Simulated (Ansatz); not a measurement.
The figure comes from a scan of Al (fcc, Cu type): the cell is scaled evenly about its relaxed volume V₀. These are PBE (plane waves to 420 eV, PAW, scalar-relativistic; Ansatz, a quantum-chemistry and plane-wave program) values and carry that method's errors. k mesh 21×21×21 (Γ-centred), Fermi-Dirac smearing 0.05 eV. Compression counts positive. Al was relaxed with its symmetry unable to fall. 

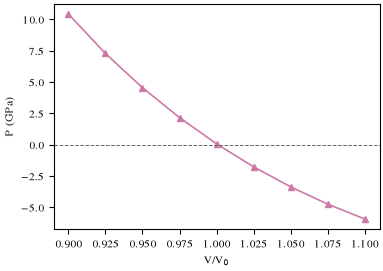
Figure. P (GPa) against V/V₀; one marker a computed point.

Problem. Turn the plot into a table (rounded to what can be read).

Solution. To the nearest 0.5:

```json
[
 {"V/V₀": "0.900", "P (GPa)": "10.5"},
 {"V/V₀": "0.925", "P (GPa)": "7.5"},
 {"V/V₀": "0.950", "P (GPa)": "4.5"},
 {"V/V₀": "0.975", "P (GPa)": "2.0"},
 {"V/V₀": "1.000", "P (GPa)": "0.0"},
 {"V/V₀": "1.025", "P (GPa)": "-2.0"},
 {"V/V₀": "1.050", "P (GPa)": "-3.5"},
 {"V/V₀": "1.075", "P (GPa)": "-4.5"},
 {"V/V₀": "1.100", "P (GPa)": "-6.0"}
]
```

(Under strain, the slope of the energy per volume gives the stress and its curvature an elastic modulus.)
